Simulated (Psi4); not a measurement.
**One shape, several levels: TiF4 (SMILES [F][Ti]([F])([F])[F])**

Wanted: a comparison of 3 runs (HF/STO-3G, B3LYP/6-31G*) of TiF4. 

The calculation is run with Psi4 1.11.

4 further runs of the same task are left out: 4 that didn't finish.

### 1 The molecule

TiF4 has 5 atoms, charge 0, and is taken as a singlet. SMILES: `[F][Ti]([F])([F])[F]`. One bond was lengthened or shortened from a relaxed shape.

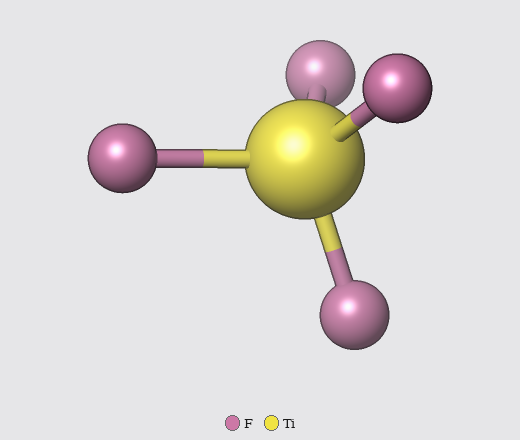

The structure, seen from a chosen angle (fluorine pink, titanium yellow).

### 2 Energy and forces at HF/STO-3G (run 1)

The input, run.py:

```python
import psi4

psi4.set_memory('2200 MB')
psi4.set_num_threads(1)
psi4.set_output_file('f4ti.out', False)

m = psi4.geometry("""
0 1
F
Ti 1 1.739525
F 2 1.739531 1 109.46771
F 2 2.0004 1 109.47046 3 -120.00217
F 2 1.739518 1 109.47581 3 120.00739
symmetry c1
no_reorient
no_com
""")

options = {'basis': 'STO-3G', 'puream': True, 'e_convergence': 1e-09, 'd_convergence': 1e-08, 'scf_type': 'pk'}
psi4.set_options(options)

e, wfn = psi4.gradient('hf', return_wfn=True)
print('gradient / Eh bohr^-1')
print(e.np.round(6))
print(f'energy = {wfn.energy():.10f} Eh')
```

Command:

```bash
python run.py
```

f4ti.out:

```text
[...]
  Running in c1 symmetry.
[...]
  Nuclear repulsion =  320.405003265008361
[...]
  Multiplicity = 1
[...]
  Nalpha       = 29
  Nbeta        = 29
[...]
    Number of basis functions: 38
[...]
   @RHF iter   1: -1231.99781180695049   -2.75810e+00   1.65043e-02 ADIIS/DIIS
[...]
   @RHF iter  11: -1232.33592802821363    0.00000e+00   2.70929e-09 DIIS
[...]
  @RHF Final Energy: -1232.33592802821363
   => Energetics <=
    Nuclear Repulsion Energy =            320.4050032650083608
    One-Electron Energy =               -2342.0617161523496179
    Two-Electron Energy =                 789.3207848591275706
    Total Energy =                      -1232.3359280282136297
[...]
  -Total Gradient:
     Atom            X                  Y                   Z
    ------   -----------------  -----------------  -----------------
       1       -0.000974808453     0.000557968702    -0.044612530689
       2        0.083307141390    -0.048098605239    -0.034002487332
       3       -0.000973206977    -0.041879719840     0.015393605693
       4       -0.117124037047     0.067633975935     0.047816663060
       5        0.035764911088     0.021786380442     0.015404749266
[...]
```

Standard output:

```text
gradient / Eh bohr^-1
[[-0.000975  0.000558 -0.044613]
 [ 0.083307 -0.048099 -0.034002]
 [-0.000973 -0.04188   0.015394]
 [-0.117124  0.067634  0.047817]
 [ 0.035765  0.021786  0.015405]]
energy = -1232.3359280282 Eh
```

Wall time 2.8 s (1 thread of AMD EPYC 7B13 (Zen 3), shared host); peak memory 0.2 GiB.

### 3 Energy and forces at B3LYP/6-31G(d) (spherical functions) (run 2)

The input, input.json:

```json
{
  "schema_name": "qcschema_input",
  "schema_version": 1,
  "molecule": {
    "schema_name": "qcschema_molecule",
    "schema_version": 2,
    "symbols": ["F", "Ti", "F", "F", "F"],
    "geometry": [0.45199603, -1.08962364, 3.27684746, 0.12118058, 0.34038881, 0.33550765, -2.24120385, 2.62128824, 0.48574087, -0.80816027, -2.26908864, -2.23683102, 2.96096651, 1.75832591, -0.51938556],
    "molecular_charge": 0,
    "molecular_multiplicity": 1,
    "fix_symmetry": "c1"
  },
  "driver": "gradient",
  "model": {
    "method": "b3lyp",
    "basis": "6-31G*"
  },
  "keywords": {
    "puream": true,
    "e_convergence": 1e-09,
    "d_convergence": 1e-08,
    "scf_type": "pk",
    "dft_radial_points": 99,
    "dft_spherical_points": 590
  }
}
```

Command:

```bash
psi4 --qcschema input.json -n 1 --memory 2200MB
```

stdout:

```text
[...]
  Running in c1 symmetry.
[...]
  Nuclear repulsion =  320.404965706107134
[...]
  Multiplicity = 1
[...]
  Nalpha       = 29
  Nbeta        = 29
[...]
    Number of basis functions: 90
[...]
   @RKS iter   1: -1248.58440010576214   -1.06614e+00   1.21706e-02 DIIS/ADIIS
[...]
   @RKS iter  14: -1249.04523392428746   -5.68434e-12   2.67857e-09 DIIS
[...]
  @RKS Final Energy: -1249.04523392428746
   => Energetics <=
    Nuclear Repulsion Energy =            320.4049657061071343
    One-Electron Energy =               -2358.6942757562474071
    Two-Electron Energy =                 856.9489358672275330
    DFT Exchange-Correlation Energy =     -67.7048597413747331
    Empirical Dispersion Energy =           0.0000000000000000
    VV10 Nonlocal Energy =                  0.0000000000000000
    Total Energy =                      -1249.0452339242876860
[...]
  -Total Gradient:
     Atom            X                  Y                   Z
    ------   -----------------  -----------------  -----------------
       1        0.000920293934    -0.005807595110     0.009860291612
       2        0.018679779238     0.052445934129     0.051694265348
       3       -0.008732684124     0.007580238334    -0.000171818659
       4       -0.020853769590    -0.058568398648    -0.057736612013
       5        0.009967146342     0.004430354981    -0.003723584205
[...]
```

The result, in JSON:

```text
{
 "driver": "gradient",
 "model": {
  "method": "b3lyp",
  "basis": "6-31G*"
 },
 "success": true,
 "return_result": [0.0009202939338186673, -0.005807595109873297, 0.00986029161213503, 0.01867977923818015, 0.05244593412889853, 0.05169426534849417, -0.008732684124123785, 0.007580238333862309, -0.0001718186587208485, -0.020853769589837062, -0.05856839864774517, -0.05773661201302771, 0.0099671463420338, 0.004430354981195865, -0.0037235842045367507],
 "properties": {
  "calcinfo_nbasis": 90,
  "calcinfo_nmo": 90,
  "calcinfo_nalpha": 29,
  "calcinfo_nbeta": 29,
  "calcinfo_natom": 5,
  "nuclear_repulsion_energy": 320.40496570610713,
  "return_energy": -1249.0452339242875,
  "return_gradient": [0.0009202939338186673, -0.005807595109873297, 0.00986029161213503, 0.01867977923818015, 0.05244593412889853, 0.05169426534849417, -0.008732684124123785, 0.007580238333862309, -0.0001718186587208485, -0.020853769589837062, -0.05856839864774517, -0.05773661201302771, 0.0099671463420338, 0.004430354981195865, -0.0037235842045367507],
  "scf_one_electron_energy": -2358.6942757562474,
  "scf_two_electron_energy": 856.9489358672275,
  "scf_xc_energy": -67.70485974137473,
  "scf_dipole_moment": [0.1285060857785466, 0.3609537204762055, 0.3557700828991056],
  "scf_total_energy": -1249.0452339242875,
  "scf_total_gradient": [0.0009202939338186673, -0.005807595109873297, 0.00986029161213503, 0.01867977923818015, 0.05244593412889853, 0.05169426534849417, -0.008732684124123785, 0.007580238333862309, -0.0001718186587208485, -0.020853769589837062, -0.05856839864774517, -0.05773661201302771, 0.0099671463420338, 0.004430354981195865, -0.0037235842045367507],
  "scf_iterations": 14
 }
}
```

Run time: 24 s. Hardware: 1 thread of AMD EPYC 7B13 (Zen 3), shared host; peak memory 0.93 GiB.

### 4 The energy at B3LYP/6-31G(d) (Cartesian functions) (run 3)

The input, job.py:

```python
import psi4

psi4.set_memory(2200000000)
psi4.set_num_threads(1)
psi4.set_output_file('run.log', False)

m = psi4.geometry("""
0 1
F
Ti 1 1.739525
F 2 1.739531 1 109.46771
F 2 2.0004 1 109.47046 3 -120.00217
F 2 1.739518 1 109.47581 3 120.00739
symmetry c1
""")

psi4.set_options({
    'basis': '6-31G*',
    'reference': 'rks',
    'puream': False,
    'e_convergence': 1e-09,
    'd_convergence': 1e-08,
    'scf_type': 'pk',
    'dft_radial_points': 99,
    'dft_spherical_points': 590,
})

e_tot = psi4.energy('b3lyp')
print(f'total energy {e_tot:.8f} hartree = {e_tot * 27.211386:.5f} eV')
```

Command:

```bash
python job.py
```

run.log:

```text
[...]
  Running in c1 symmetry.
[...]
  Nuclear repulsion =  320.405003265008418
[...]
  Multiplicity = 1
[...]
  Nalpha       = 29
  Nbeta        = 29
[...]
    Number of basis functions: 99
[...]
   @RKS iter   1: -1248.63529924717363   -1.12048e+00   1.10500e-02 DIIS/ADIIS
[...]
   @RKS iter  14: -1249.06342863017062   -2.72848e-12   1.16510e-09 DIIS
[...]
  @RKS Final Energy: -1249.06342863017062
   => Energetics <=
    Nuclear Repulsion Energy =            320.4050032650084177
    One-Electron Energy =               -2359.1798178986127823
    Two-Electron Energy =                 857.4282375083054148
    DFT Exchange-Correlation Energy =     -67.7168515048717694
    Empirical Dispersion Energy =           0.0000000000000000
    VV10 Nonlocal Energy =                  0.0000000000000000
    Total Energy =                      -1249.0634286301708471
[...]
 Multipole Moments:
 ------------------------------------------------------------------------------------
     Multipole            Electronic (a.u.)      Nuclear  (a.u.)        Total (a.u.)
 ------------------------------------------------------------------------------------
 L = 1.  Multiply by 2.5417464519 to convert [e a0] to [Debye]
 Dipole X            :          0.4698800           -0.0440851            0.4257948
 Dipole Y            :         -0.2713700            0.0254754           -0.2458946
 Dipole Z            :         -0.1917846            0.0179884           -0.1737962
 Magnitude           :                                                    0.5215079
[...]
```

Standard output:

```text
total energy -1249.06342863 hartree = -33988.74709 eV
```

Run time: 15 s. Hardware: 1 thread of AMD EPYC 7B13 (Zen 3), shared host; peak memory 1.1 GiB.

### 5 All runs side by side

```csv
run,level,integration grid,task,energy (Eh),dipole moment (D),HOMO energy (eV),LUMO energy (eV),wall time
1,HF/STO-3G,–,gradient,-1232.335928,1.06,-10.77,8.29,2.8 s
2,B3LYP/6-31G* (spherical functions),99 radial × 590 angular,gradient,-1249.045234,1.33,-10.26,-3.73,24 s
3,B3LYP/6-31G* (Cartesian functions),99 radial × 590 angular,energy,-1249.063429,1.33,-10.23,-3.51,15 s
```

### 6 Outcome

| quantity | value |
| --- | --- |
| run 3: total energy | -1249.06343 Eh |
| run 3: dipole moment | 1.33 D |
| run 3: HOMO energy | -10.23 eV |
| run 3: LUMO energy | -3.51 eV |
| run 3: HOMO–LUMO gap | 6.72 eV |

The dipole moment (its size) runs from 1.06 D (HF/STO-3G) to 1.33 D (B3LYP/6-31G*). The two ends differ in method and basis. The HOMO–LUMO gap runs from 6.54 eV (B3LYP/6-31G*) to 19.06 eV (HF/STO-3G). In run 1 the basis is minimal, so the values are rough. All runs together took 42 s, the longest 24 s.
